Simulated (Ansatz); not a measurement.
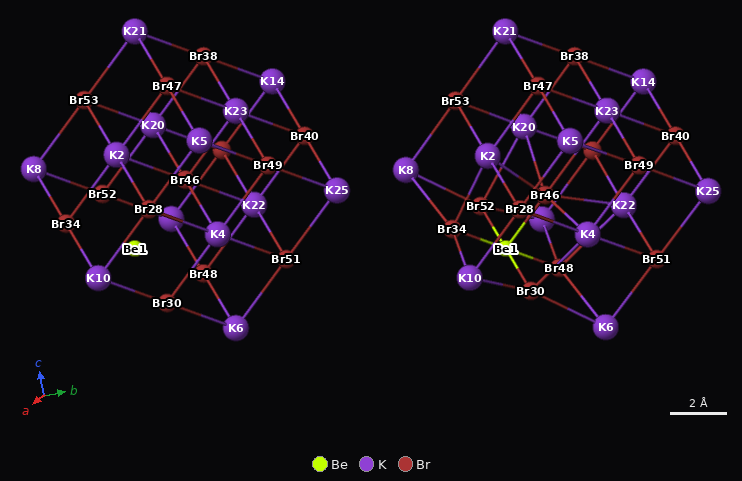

Two geometries of a defect cell of composition K₂₆BeBr₂₇ (cell charge +1), drawn at one scale. One is the start of a relaxation, the other its converged end. The picture is a ball-and-stick view of the atoms within 5.8 Å of the atom that moves most (axes of the cell of the calculation (origin shifted)), seen slightly off an axis.

These are results of Ansatz, DFT, PBE, plane-wave PAW, default files, scalar-relativistic, not measurements. Set-up: plane-wave cutoff 420 eV; k-point mesh 2 × 2 × 2; occupations fermi dirac; smearing width 0.01 eV; no spin polarisation; atoms relaxed in a fixed cell; force threshold 0.03 eV/Å; at most 40 steps.

### Which of the two is the end point?

The right one is the relaxed one. The largest moves, 0.73 Å, are those of Br atoms. Largest moves by element: Br 0.73 Å, K 0.05 Å. Be stays in place. The lattice vectors keep their values. Among the contacts that change: Br–K 3.300 → 4.049 Å, Be–Br 3.300 → 2.566 Å, Br–K 3.300 → 3.340 Å, Br–K 3.300 → 3.313 Å. New bonds form, among them: Be–Br (3.30 → 2.57 Å). Among the angles between lasting bonds that change: K–Br–K 180.0° → 155.9°, K–Br–K 90.0° → 87.5°. Over 6 accepted moves (7 points after the start) the energy falls by 3.129 eV per cell of the calculation. The largest force component goes from 1 to 0.015 eV/Å. 1 step only repeated the SCF at the same geometry.

Limits of the set-up: the cell is charged, on a uniform background, and energies carry no finite-size correction.
